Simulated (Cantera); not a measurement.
Feed: 1 mol Si, 0.38 mol H₂O, 3.1 mol H₂, at 2200 K.

Cantera equilibrium calculation (NASA polynomials, part measured and part estimated; ideal gas, pure solids and liquids). Candidate condensed phases: H₂O, Si, SiO₂; 18 gas species. Gases not in the tables: Si₂H₆ and higher silanes. The numbers say what is thermodynamically allowed, not how fast it happens.

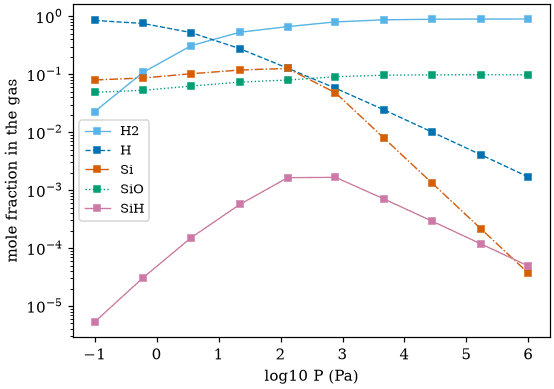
Fig. 1. Equilibrium gas composition (values under 1e-9 drawn at 1e-9)

Read off the mole fractions at 0.000750 Torr.

H about 0.85, Si about 0.080, SiO about 0.049, H₂ about 0.023, SiH about 5.3e-6.
